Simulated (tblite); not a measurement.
**Run report: C₆H₁₁BSi, geometry relaxation (part 2 of 4)**

C₆H₁₁BSi; GFN2-xTB geometry optimisation, gas phase (tblite 0.8.0). It belongs to a series of runs on one base structure; here: H on B replaced by cBu.

Geometry of the input (Å):
```
Si 4.3505  0.1285  -0.1379
C  2.5957  -0.1410  0.3636
C  1.4666  -0.3223  0.7298
B  0.0084  -0.5262  1.1909
C  -1.1212  -0.6950  0.1115
C  -1.3786  0.4781  -0.7896
C  -2.6254  0.7962  0.0272
C  -2.4926  -0.5403  0.7145
H  4.5885  1.5300  -0.4876
H  5.2634  -0.2879  0.9524
H  4.6162  -0.7709  -1.2590
H  -0.3390  -0.4089  2.3249
H  -0.9924  -1.6071  -0.5206
H  -1.7042  0.2064  -1.8089
H  -0.6368  1.2940  -0.7824
H  -3.5517  0.9454  -0.5661
H  -2.3703  1.6466  0.7230
H  -2.4470  -0.4093  1.8244
H  -3.2399  -1.3072  0.4127
```

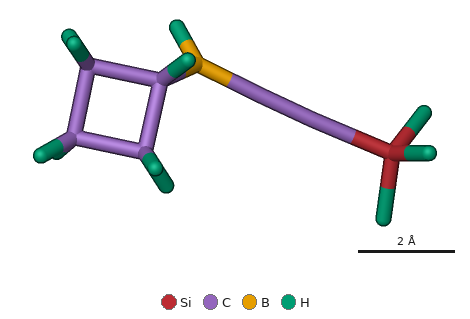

*The geometry at step 53 of the log (stick view, seen at a tilt).*

**Trajectory as extended XYZ, continued**
```
19
Properties=species:S:1:pos:R:3:forces:R:3 step=32 energy=-580.34707
Si    4.3833    0.0961   -0.1624   -0.0130  -0.0020   0.0110
C     2.6211   -0.1410    0.3412   -0.0040  -0.0030   0.0030
C     1.4704   -0.2961    0.7035   -0.0270   0.0070  -0.0050
B     0.0663   -0.4881    1.2011    0.0230  -0.0090   0.0250
C    -1.1241   -0.6872    0.1847    0.0210  -0.0050   0.0350
C    -1.3861    0.5023   -0.7773    0.0210  -0.0160   0.0140
C    -2.6575    0.8317    0.0144    0.0040  -0.0030  -0.0060
C    -2.5630   -0.5264    0.7204    0.0110  -0.0070  -0.0030
H     4.5638    1.5105   -0.4972   -0.0100   0.0160  -0.0180
H     5.2479   -0.2729    0.9616    0.0000  -0.0100   0.0130
H     4.6660   -0.7562   -1.3200   -0.0150  -0.0020  -0.0140
H    -0.1163   -0.4956    2.3611   -0.0010  -0.0070  -0.0100
H    -0.9687   -1.6273   -0.3540    0.0000   0.0030  -0.0150
H    -1.5922    0.1800   -1.7962    0.0000   0.0200  -0.0140
H    -0.6208    1.2753   -0.7996    0.0120   0.0140  -0.0080
H    -3.5563    1.0077   -0.5732   -0.0140  -0.0010  -0.0150
H    -2.5168    1.6641    0.7011    0.0070   0.0240  -0.0080
H    -2.6720   -0.5071    1.8028   -0.0030  -0.0030   0.0130
H    -3.2547   -1.2605    0.3107   -0.0110  -0.0160   0.0010
19
Properties=species:S:1:pos:R:3:forces:R:3 step=35 energy=-580.34763
Si    4.3786    0.0955   -0.1668    0.0020   0.0060   0.0040
C     2.6174   -0.1420    0.3407    0.0080   0.0090  -0.0080
C     1.4683   -0.2933    0.7094    0.0080   0.0010  -0.0130
B     0.0668   -0.4902    1.2081   -0.0060  -0.0040   0.0030
C    -1.1207   -0.6864    0.1891   -0.0150   0.0010  -0.0070
C    -1.3815    0.5019   -0.7751    0.0040   0.0190   0.0030
C    -2.6561    0.8323    0.0123    0.0010  -0.0140  -0.0050
C    -2.5615   -0.5261    0.7194   -0.0120   0.0070   0.0090
H     4.5619    1.5106   -0.5037   -0.0160  -0.0080  -0.0060
H     5.2374   -0.2738    0.9627    0.0000  -0.0070  -0.0070
H     4.6654   -0.7539   -1.3273   -0.0250   0.0070   0.0140
H    -0.1184   -0.5056    2.3659   -0.0010  -0.0070   0.0300
H    -0.9633   -1.6264   -0.3495   -0.0030   0.0040  -0.0120
H    -1.5851    0.1820   -1.7961    0.0090   0.0110   0.0150
H    -0.6189    1.2778   -0.7954    0.0230   0.0050  -0.0070
H    -3.5545    1.0046   -0.5792    0.0170   0.0000   0.0050
H    -2.5192    1.6676    0.6985    0.0010  -0.0160  -0.0370
H    -2.6734   -0.5044    1.8017   -0.0060  -0.0120   0.0070
H    -3.2528   -1.2608    0.3081    0.0090  -0.0010   0.0140
19
Properties=species:S:1:pos:R:3:forces:R:3 step=39 energy=-580.34840
Si    4.3722    0.0964   -0.1717   -0.0030   0.0040   0.0020
C     2.6122   -0.1410    0.3378   -0.0130   0.0150   0.0010
C     1.4658   -0.2898    0.7158   -0.0010  -0.0110   0.0100
B     0.0663   -0.4943    1.2191   -0.0040   0.0050  -0.0060
C    -1.1177   -0.6848    0.1941    0.0060   0.0070  -0.0040
C    -1.3732    0.5046   -0.7712    0.0020  -0.0020  -0.0030
C    -2.6534    0.8306    0.0077    0.0000   0.0110  -0.0020
C    -2.5606   -0.5250    0.7198    0.0070  -0.0020  -0.0040
H     4.5553    1.5097   -0.5142   -0.0110   0.0030   0.0050
H     5.2236   -0.2769    0.9620    0.0130   0.0000  -0.0140
H     4.6582   -0.7498   -1.3340   -0.0190  -0.0090   0.0090
H    -0.1217   -0.5211    2.3777    0.0150  -0.0050  -0.0130
H    -0.9570   -1.6236   -0.3467   -0.0130   0.0100   0.0020
H    -1.5726    0.1871   -1.7933    0.0160  -0.0130  -0.0030
H    -0.6111    1.2820   -0.7906    0.0040  -0.0120   0.0210
H    -3.5487    1.0002   -0.5879   -0.0010  -0.0090  -0.0190
H    -2.5220    1.6702    0.6877    0.0000   0.0070   0.0190
H    -2.6768   -0.5028    1.8019    0.0030   0.0030  -0.0060
H    -3.2486   -1.2625    0.3087   -0.0030  -0.0010   0.0040
19
Properties=species:S:1:pos:R:3:forces:R:3 step=43 energy=-580.34918
Si    4.3641    0.0987   -0.1759   -0.0210  -0.0020   0.0020
C     2.6042   -0.1340    0.3346    0.0180   0.0030   0.0110
C     1.4633   -0.2899    0.7250   -0.0150   0.0070  -0.0030
B     0.0649   -0.4968    1.2281    0.0210  -0.0180   0.0080
C    -1.1146   -0.6805    0.1986   -0.0110  -0.0180   0.0280
C    -1.3644    0.5073   -0.7675    0.0060  -0.0110   0.0140
C    -2.6510    0.8317    0.0022   -0.0020  -0.0100  -0.0040
C    -2.5590   -0.5228    0.7185   -0.0160   0.0150  -0.0060
H     4.5441    1.5100   -0.5230    0.0040   0.0230   0.0070
H     5.2151   -0.2800    0.9555    0.0210   0.0080  -0.0070
H     4.6430   -0.7491   -1.3372   -0.0100  -0.0220  -0.0110
H    -0.1179   -0.5398    2.3869   -0.0060   0.0000  -0.0120
H    -0.9549   -1.6180   -0.3424    0.0070  -0.0260  -0.0080
H    -1.5529    0.1873   -1.7906    0.0070   0.0060  -0.0110
H    -0.6007    1.2824   -0.7777    0.0030   0.0160   0.0050
H    -3.5416    0.9930   -0.6032    0.0030   0.0100   0.0040
H    -2.5265    1.6735    0.6815   -0.0170  -0.0070  -0.0040
H    -2.6802   -0.5003    1.8000    0.0130   0.0230   0.0030
H    -3.2445   -1.2637    0.3095   -0.0040   0.0050  -0.0160
19
Properties=species:S:1:pos:R:3:forces:R:3 step=46 energy=-580.34985
Si    4.3554    0.1008   -0.1798    0.0410   0.0120  -0.0270
C     2.5984   -0.1279    0.3350   -0.0050  -0.0090   0.0250
C     1.4603   -0.2885    0.7311    0.0240   0.0130  -0.0140
B     0.0659   -0.5024    1.2366   -0.0350  -0.0230  -0.0140
C    -1.1131   -0.6807    0.2057    0.0020  -0.0160  -0.0420
C    -1.3555    0.5079   -0.7626    0.0070   0.0060  -0.0040
C    -2.6489    0.8317   -0.0033    0.0070  -0.0010  -0.0060
C    -2.5598   -0.5198    0.7172    0.0070  -0.0230   0.0130
H     4.5348    1.5137   -0.5291    0.0060  -0.0150   0.0150
H     5.2118   -0.2811    0.9484    0.0060   0.0200  -0.0260
H     4.6272   -0.7521   -1.3412   -0.0130   0.0010   0.0100
H    -0.1154   -0.5556    2.3932   -0.0130  -0.0020   0.0300
H    -0.9527   -1.6168   -0.3395   -0.0010  -0.0110   0.0200
H    -1.5348    0.1891   -1.7891    0.0140   0.0170   0.0310
H    -0.5920    1.2846   -0.7654   -0.0150  -0.0070   0.0040
H    -3.5353    0.9883   -0.6161    0.0040   0.0130   0.0030
H    -2.5329    1.6756    0.6755   -0.0150  -0.0100  -0.0170
H    -2.6811   -0.4940    1.7987   -0.0110   0.0210  -0.0010
H    -3.2421   -1.2637    0.3075   -0.0090   0.0140   0.0000
19
Properties=species:S:1:pos:R:3:forces:R:3 step=50 energy=-580.35131
Si    4.3403    0.1076   -0.1935   -0.0140  -0.0070   0.0080
C     2.5879   -0.1149    0.3419    0.0200  -0.0140   0.0190
C     1.4541   -0.2841    0.7465   -0.0040  -0.0080   0.0110
B     0.0628   -0.5201    1.2536    0.0180   0.0170   0.0090
C    -1.1092   -0.6840    0.2138    0.0060   0.0090   0.0090
C    -1.3341    0.5102   -0.7511   -0.0050   0.0030   0.0000
C    -2.6427    0.8300   -0.0169   -0.0050   0.0010   0.0010
C    -2.5587   -0.5162    0.7147   -0.0010   0.0050  -0.0120
H     4.5162    1.5204   -0.5395    0.0210  -0.0030  -0.0100
H     5.2072   -0.2775    0.9241    0.0220   0.0190  -0.0080
H     4.5866   -0.7598   -1.3487    0.0010   0.0150  -0.0160
H    -0.1163   -0.5925    2.4110   -0.0170  -0.0100  -0.0120
H    -0.9482   -1.6198   -0.3312   -0.0180  -0.0100   0.0030
H    -1.4894    0.1970   -1.7817   -0.0070   0.0100  -0.0180
H    -0.5740    1.2890   -0.7349    0.0110  -0.0010   0.0170
H    -3.5189    0.9800   -0.6455    0.0010  -0.0160  -0.0150
H    -2.5506    1.6782    0.6587    0.0210   0.0150  -0.0020
H    -2.6833   -0.4732    1.7953   -0.0250  -0.0170  -0.0120
H    -3.2396   -1.2611    0.3063   -0.0250  -0.0070   0.0280
19
Properties=species:S:1:pos:R:3:forces:R:3 step=53 energy=-580.35250
Si    4.3296    0.1119   -0.2024   -0.0210  -0.0070   0.0170
C     2.5839   -0.1095    0.3540    0.0190  -0.0100   0.0090
C     1.4511   -0.2826    0.7592   -0.0060  -0.0130   0.0370
B     0.0617   -0.5300    1.2660    0.0010   0.0050  -0.0040
C    -1.1052   -0.6855    0.2180   -0.0570  -0.0100   0.0500
C    -1.3196    0.5128   -0.7438    0.0080  -0.0200   0.0060
C    -2.6386    0.8293   -0.0268    0.0070  -0.0040  -0.0130
C    -2.5576   -0.5143    0.7115   -0.0540   0.0420   0.0070
H     4.5078    1.5232   -0.5486    0.0150   0.0150  -0.0260
H     5.2109   -0.2692    0.9031    0.0380   0.0030   0.0160
H     4.5554   -0.7612   -1.3563    0.0090   0.0120  -0.0330
H    -0.1222   -0.6206    2.4220   -0.0060  -0.0050  -0.0320
H    -0.9504   -1.6241   -0.3245    0.0020   0.0120  -0.0120
H    -1.4581    0.2066   -1.7786   -0.0040   0.0100  -0.0250
H    -0.5595    1.2908   -0.7084    0.0100   0.0070   0.0040
H    -3.5064    0.9702   -0.6701    0.0140  -0.0110   0.0100
H    -2.5580    1.6831    0.6448    0.0000  -0.0130  -0.0170
H    -2.6904   -0.4614    1.7903    0.0100  -0.0130   0.0170
H    -3.2443   -1.2602    0.3135    0.0160  -0.0010  -0.0100
19
Properties=species:S:1:pos:R:3:forces:R:3 step=57 energy=-580.35432
Si    4.3119    0.1176   -0.2157    0.0270   0.0060   0.0040
C     2.5775   -0.1043    0.3752   -0.0160  -0.0050   0.0150
C     1.4469   -0.2815    0.7860    0.0170  -0.0170   0.0060
B     0.0578   -0.5460    1.2862   -0.0160  -0.0210  -0.0050
C    -1.1075   -0.6884    0.2339    0.0210   0.0120  -0.0290
C    -1.2946    0.5136   -0.7300   -0.0160   0.0080  -0.0030
C    -2.6312    0.8283   -0.0457   -0.0130   0.0030   0.0070
C    -2.5650   -0.5056    0.7090    0.0230  -0.0240   0.0190
H     4.4963    1.5283   -0.5705   -0.0120  -0.0210  -0.0180
H     5.2218   -0.2554    0.8719    0.0080  -0.0040  -0.0100
H     4.5094   -0.7581   -1.3760    0.0050   0.0340   0.0100
H    -0.1281   -0.6702    2.4371   -0.0070   0.0020   0.0100
H    -0.9528   -1.6265   -0.3105   -0.0160   0.0160   0.0020
H    -1.4063    0.2232   -1.7738    0.0210  -0.0110   0.0240
H    -0.5363    1.2931   -0.6637   -0.0110  -0.0280  -0.0090
H    -3.4839    0.9528   -0.7104   -0.0110   0.0120  -0.0090
H    -2.5721    1.6895    0.6173   -0.0110   0.0130  -0.0070
H    -2.7055   -0.4437    1.7862    0.0050   0.0170   0.0210
H    -3.2481   -1.2574    0.3163    0.0040   0.0080  -0.0270
19
Properties=species:S:1:pos:R:3:forces:R:3 step=60 energy=-580.35508
Si    4.3042    0.1214   -0.2202   -0.0260  -0.0030   0.0170
C     2.5730   -0.1010    0.3865    0.0290  -0.0030   0.0050
C     1.4452   -0.2847    0.8024   -0.0060  -0.0190  -0.0090
B     0.0539   -0.5569    1.2952    0.0400  -0.0090   0.0170
C    -1.1067   -0.6883    0.2380    0.0120  -0.0030   0.0180
C    -1.2843    0.5149   -0.7237   -0.0060   0.0010   0.0080
C    -2.6286    0.8275   -0.0540   -0.0110   0.0020   0.0050
C    -2.5650   -0.5028    0.7100    0.0070   0.0180  -0.0180
H     4.4876    1.5285   -0.5845   -0.0140   0.0040  -0.0110
H     5.2267   -0.2508    0.8562    0.0080  -0.0060  -0.0040
H     4.4863   -0.7521   -1.3837    0.0090   0.0140   0.0010
H    -0.1344   -0.6933    2.4445   -0.0130  -0.0010   0.0060
H    -0.9556   -1.6251   -0.3073   -0.0100  -0.0180  -0.0160
H    -1.3783    0.2293   -1.7695   -0.0030  -0.0210  -0.0060
H    -0.5255    1.2912   -0.6438    0.0020   0.0140  -0.0030
H    -3.4736    0.9453   -0.7300   -0.0120   0.0010   0.0050
H    -2.5801    1.6938    0.6029   -0.0130   0.0170   0.0010
H    -2.7074   -0.4324    1.7875    0.0030   0.0030  -0.0230
H    -3.2472   -1.2553    0.3163    0.0040   0.0090   0.0060
19
Properties=species:S:1:pos:R:3:forces:R:3 step=64 energy=-580.35577
Si    4.2996    0.1241   -0.2196    0.0240   0.0090  -0.0140
C     2.5751   -0.1020    0.3994   -0.0100  -0.0130   0.0110
C     1.4466   -0.2924    0.8102    0.0100  -0.0170   0.0060
B     0.0557   -0.5670    1.3014   -0.0270  -0.0040  -0.0070
C    -1.1055   -0.6900    0.2416   -0.0060   0.0030  -0.0120
C    -1.2789    0.5154   -0.7194    0.0160   0.0030  -0.0080
C    -2.6284    0.8286   -0.0589    0.0170   0.0090  -0.0110
C    -2.5646   -0.4986    0.7091   -0.0010   0.0000   0.0020
H     4.4798    1.5288   -0.5951   -0.0190   0.0110   0.0070
H     5.2368   -0.2473    0.8443   -0.0010  -0.0010   0.0000
H     4.4740   -0.7440   -1.3878    0.0060  -0.0060  -0.0020
H    -0.1415   -0.7058    2.4490    0.0100  -0.0030   0.0030
H    -0.9618   -1.6267   -0.3081    0.0030   0.0110   0.0090
H    -1.3630    0.2295   -1.7665   -0.0100  -0.0050   0.0090
H    -0.5203    1.2914   -0.6326   -0.0040   0.0130  -0.0060
H    -3.4704    0.9412   -0.7402    0.0030  -0.0080   0.0050
H    -2.5878    1.6995    0.5933   -0.0040  -0.0030  -0.0030
H    -2.7080   -0.4241    1.7855   -0.0050   0.0030   0.0010
H    -3.2472   -1.2513    0.3172   -0.0020  -0.0010   0.0100
19
Properties=species:S:1:pos:R:3:forces:R:3 step=67 energy=-580.35606
Si    4.2993    0.1262   -0.2209   -0.0140  -0.0040   0.0000
C     2.5758   -0.1042    0.4045    0.0060  -0.0150   0.0000
C     1.4474   -0.2984    0.8143   -0.0010  -0.0110   0.0040
B     0.0546   -0.5714    1.3039    0.0120   0.0000  -0.0010
C    -1.1057   -0.6896    0.2430    0.0100   0.0120  -0.0010
C    -1.2749    0.5162   -0.7181   -0.0140   0.0100   0.0000
C    -2.6264    0.8301   -0.0622   -0.0120  -0.0100   0.0100
C    -2.5648   -0.4958    0.7083    0.0030  -0.0090   0.0070
H     4.4731    1.5310   -0.5987   -0.0150   0.0100   0.0130
H     5.2397   -0.2468    0.8399   -0.0030   0.0070  -0.0040
H     4.4712   -0.7414   -1.3899    0.0050  -0.0060  -0.0010
H    -0.1420   -0.7120    2.4518    0.0050  -0.0030  -0.0060
H    -0.9634   -1.6259   -0.3070    0.0040   0.0020   0.0030
H    -1.3583    0.2277   -1.7643    0.0020   0.0080  -0.0040
H    -0.5185    1.2940   -0.6293    0.0030  -0.0020  -0.0120
H    -3.4686    0.9383   -0.7438    0.0080  -0.0010  -0.0140
H    -2.5919    1.7018    0.5891    0.0110   0.0010  -0.0050
H    -2.7098   -0.4207    1.7842   -0.0010   0.0120   0.0120
H    -3.2468   -1.2498    0.3183   -0.0110  -0.0020  -0.0020
19
Properties=species:S:1:pos:R:3:forces:R:3 step=71 energy=-580.35662
Si    4.2918    0.1304   -0.2260   -0.0040  -0.0040   0.0030
C     2.5767   -0.1134    0.4171    0.0130  -0.0130  -0.0180
C     1.4497   -0.3143    0.8272    0.0010   0.0050  -0.0100
B     0.0548   -0.5829    1.3115    0.0100   0.0040   0.0030
C    -1.1030   -0.6862    0.2467   -0.0140  -0.0140   0.0230
C    -1.2673    0.5203   -0.7145    0.0040  -0.0260   0.0050
C    -2.6244    0.8301   -0.0687    0.0020   0.0070  -0.0110
C    -2.5639   -0.4918    0.7091   -0.0080   0.0230  -0.0020
H     4.4512    1.5388   -0.6031   -0.0150  -0.0220   0.0200
H     5.2431   -0.2419    0.8260   -0.0020   0.0180  -0.0090
H     4.4612   -0.7378   -1.3962   -0.0010   0.0110   0.0070
H    -0.1443   -0.7314    2.4575   -0.0040  -0.0070   0.0040
H    -0.9640   -1.6230   -0.3036    0.0080   0.0060  -0.0050
H    -1.3421    0.2298   -1.7606    0.0000   0.0140  -0.0140
H    -0.5119    1.2992   -0.6222   -0.0110  -0.0120   0.0010
H    -3.4594    0.9297   -0.7598   -0.0090   0.0060  -0.0080
H    -2.5978    1.7070    0.5757   -0.0020   0.0000   0.0050
H    -2.7118   -0.4066    1.7844    0.0120  -0.0040  -0.0070
H    -3.2483   -1.2467    0.3226    0.0200   0.0080   0.0120
19
Properties=species:S:1:pos:R:3:forces:R:3 step=74 energy=-580.35707
Si    4.2843    0.1329   -0.2307    0.0210  -0.0090   0.0000
C     2.5777   -0.1218    0.4257   -0.0200  -0.0120  -0.0140
C     1.4514   -0.3248    0.8366   -0.0070   0.0070  -0.0080
B     0.0563   -0.5926    1.3196   -0.0230  -0.0010  -0.0020
C    -1.1024   -0.6854    0.2538    0.0100   0.0070  -0.0230
C    -1.2596    0.5204   -0.7099    0.0050   0.0050  -0.0130
C    -2.6226    0.8311   -0.0767    0.0080   0.0080  -0.0100
C    -2.5646   -0.4856    0.7093    0.0120  -0.0040   0.0030
H     4.4309    1.5424   -0.6047   -0.0120  -0.0040   0.0100
H     5.2466   -0.2342    0.8115    0.0130   0.0120   0.0080
H     4.4492   -0.7338   -1.4017    0.0000   0.0070  -0.0070
H    -0.1454   -0.7515    2.4636    0.0010  -0.0050   0.0090
H    -0.9635   -1.6208   -0.2995   -0.0040  -0.0010   0.0090
H    -1.3248    0.2346   -1.7584    0.0000  -0.0080   0.0060
H    -0.5066    1.3010   -0.6125   -0.0010  -0.0110   0.0170
H    -3.4516    0.9232   -0.7766   -0.0030   0.0070   0.0080
H    -2.6043    1.7113    0.5636   -0.0040   0.0030  -0.0070
H    -2.7138   -0.3944    1.7835    0.0030   0.0030   0.0060
H    -3.2473   -1.2427    0.3262    0.0040  -0.0060   0.0090
```
